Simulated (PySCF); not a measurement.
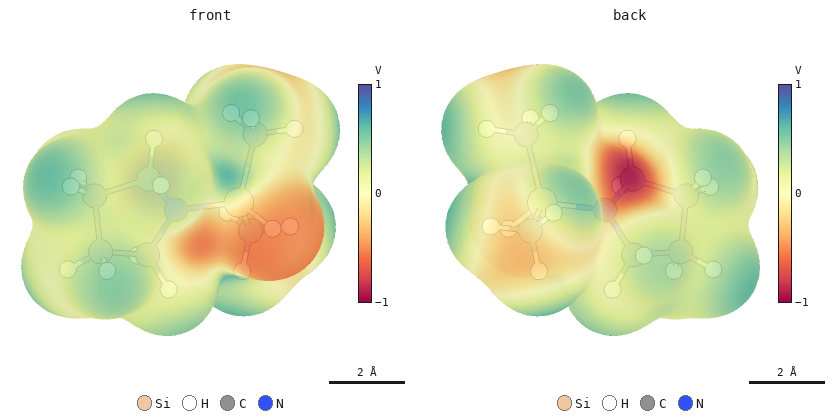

C6H15NSi (SiHMe2(pyrrolidide)). The electrostatic potential painted on the density surface at 0.002 e/bohr³, seen from the front and from behind; the colour scale runs from red (negative) to blue (positive).

Geometry: PBE0-D3(BJ)/def2-SVP.

All numbers below come from PySCF, PBE0/pcSseg-1, SCF density, gas phase, non-relativistic.

```xyz
23

Si    0.5014    1.3006    0.6943
H    -0.0675    1.6704    2.0419
C     2.3497    1.0550    0.9069
H     2.8197    1.9753    1.2879
H     2.8228    0.7974   -0.0538
H     2.5700    0.2487    1.6235
C     0.1230    2.7083   -0.4874
H    -0.9585    2.9023   -0.5577
H     0.4993    2.4868   -1.4982
H     0.6029    3.6360   -0.1374
N    -0.1844   -0.1692    0.0677
C    -1.4447   -0.2503   -0.6526
C    -1.4911   -1.6955   -1.1336
C    -0.8680   -2.4373    0.0430
C     0.2512   -1.4954    0.4945
H    -1.4821    0.4715   -1.4854
H    -2.3245   -0.0416   -0.0063
H    -0.8620   -1.8095   -2.0320
H    -2.5061   -2.0371   -1.3841
H    -1.6138   -2.5482    0.8472
H    -0.5016   -3.4433   -0.2088
H     0.4080   -1.5638    1.5874
H     1.2135   -1.7715    0.0211
```

Which sites attract a positive test charge, and which a negative one?

Answer. A positive charge is drawn to the negative regions and a negative charge to the positive ones. The most negative region (about −0.9 V) lies over N11, the most positive (about +0.6 V) over the H and Si atoms.

How polar is the molecule by this calculation?

Answer. Its dipole moment is 0.89 D.
